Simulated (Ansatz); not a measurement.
CH5GaGeS

Input file:

```
crystal:
  periodic: [false, false, false]
  atoms:
    - { symbol: S, position_ang: [-1.1372, -0.8516, 1.6297] }
    - { symbol: C, position_ang: [-0.703, 0.1073, 0.1284] }
    - { symbol: Ga, position_ang: [-0.4756, 1.9256, -0.7191] }
    - { symbol: Ge, position_ang: [1.0627, -0.5739, -0.5483] }
    - { symbol: H, position_ang: [-0.1648, -0.2241, 2.372] }
    - { symbol: H, position_ang: [-1.481, 0.0057, -0.6501] }
    - { symbol: H, position_ang: [-0.47418, 0.75763, -1.89495] }
    - { symbol: H, position_ang: [0.9421, -2.1112, -0.6622] }
    - { symbol: H, position_ang: [1.2742, 0.0345, -1.9028] }
basis:
  gaussian: { orbitals: def2-SVP }
hamiltonian:
  xc: pbe
  dispersion: d4
relax:
  f_tol: 0.015
  max_steps: 40
output:
  orbitals: {}
```

Run with:

```sh
ansatz run input.yaml --threads 2 --pin off --max-ram 3072MiB --backend cpu --events-out ev --progress --plain --runs-dir out
```

The fields are those of the relaxed geometry.

Computed with Ansatz 0.2.0, RKS PBE-D4/def2-SVP.

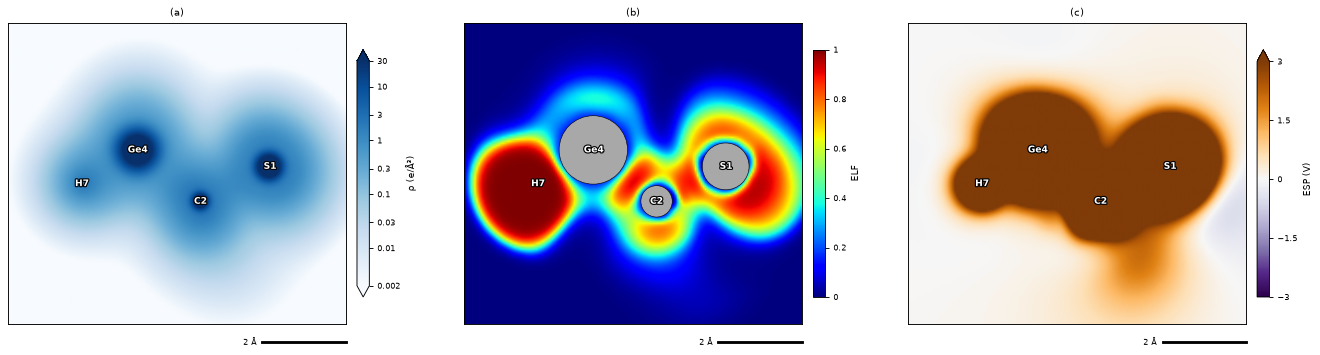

Figure 1. (a) electron density; (b) electron localisation function; (c) electrostatic potential on the plane of atoms S1, C2 and Ge4. Grey discs cover the atomic cores in the ELF map.

Read the bonding off the picture.

- The section cuts through S, C, Ge and H sites.
- C–S (1.86 Å): ρ at the midpoint is about 1.1 e/Å³; the ELF peaks at about 0.90 between the atoms, as expected for a covalent bond.
- C–Ge (1.96 Å): the density is about 0.85 e/Å³ at the midpoint; the ELF peaks at about 0.90 in the valence shell of C, 0.7 Å from its nucleus, and is about 0.65 at the midpoint.
- Ge–H (1.55 Å): ρ at the midpoint is about 1 e/Å³; the ELF climbs to about 1 towards the hydrogen.
- The ELF also peaks beside S1, away from the bonds: lone-pair regions.
- Outside the dense part of the molecule the potential is most negative (−0.5 V) near S1.

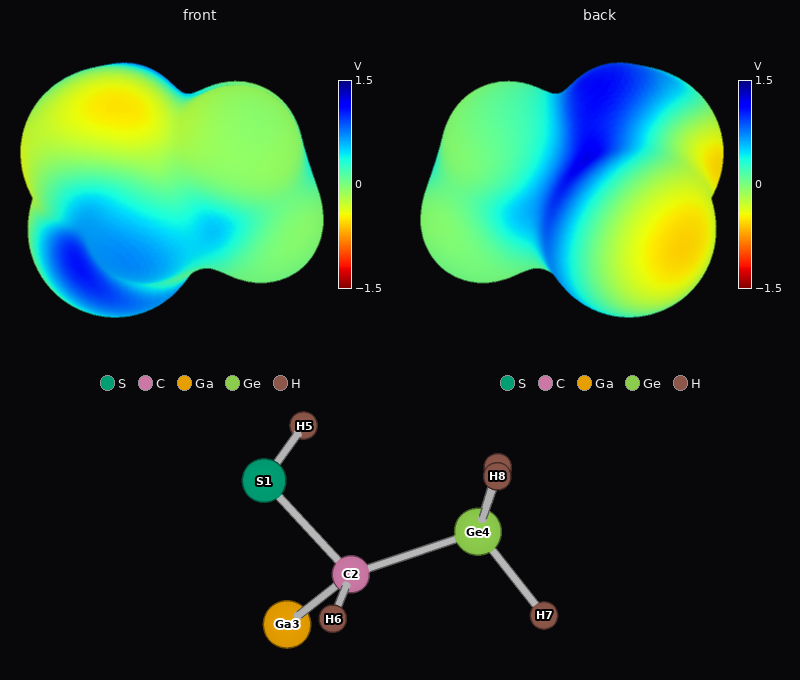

Figure 2. The electrostatic potential painted on the density surface at 0.001 e/bohr³, seen from the front and from behind; the colour scale runs from red (negative) to blue (positive). The bare structure is drawn below in the same view.

Where is the surface potential most negative and most positive?

The most negative region (about −0.5 V) lies over S1, the most positive (about +1.1 V) over Ga3 and H5.

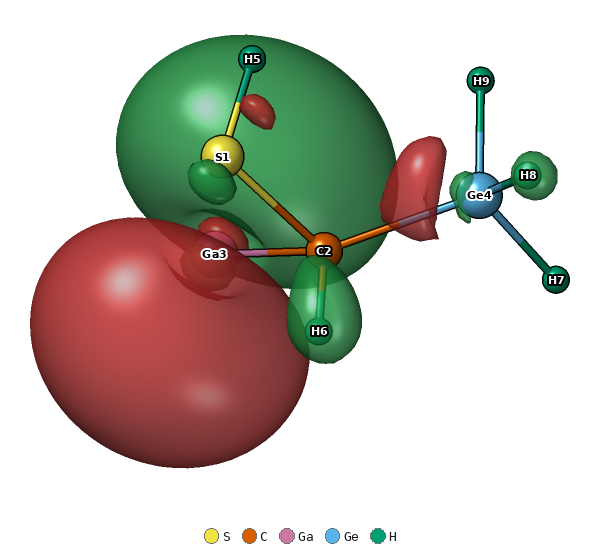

Figure 3. The LUMO at ±0.08 Å⁻³ᐟ² (green and red are the two phases), seen at a tilt.

Where does this orbital lie, and at what energy?

It lies mainly on Ga3 (about 85 %). Its energy is −2.24 eV.
